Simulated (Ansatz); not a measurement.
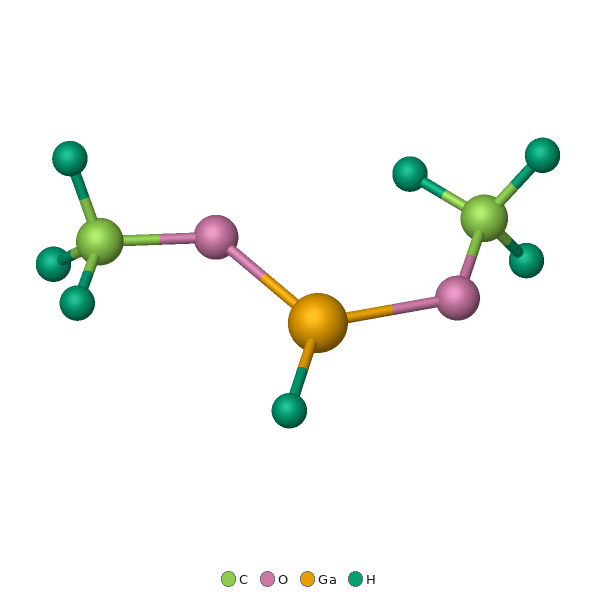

Sticks follow a distance rule. Harmonic vibrations computed with RKS PBE0-D4/def2-TZVP (Ansatz 0.2.0) at a stationary point of the same level.

Is this a minimum or a saddle point?

Answer. A minimum: no imaginary frequency, and the lowest mode lies at 68 cm⁻¹.

How many vibrational modes are there, and where do they lie?

Answer. 30 modes: 68, 85, 95, 96, 141, 204, 300, 475, 568, 619, 645, 1125, 1139, 1179, 1180, 1207, 1208, 1479, 1481, 1488, 1496, 1499, 1502, 2051, 2990, 3011, 3055, 3073, 3077, 3084 cm⁻¹.
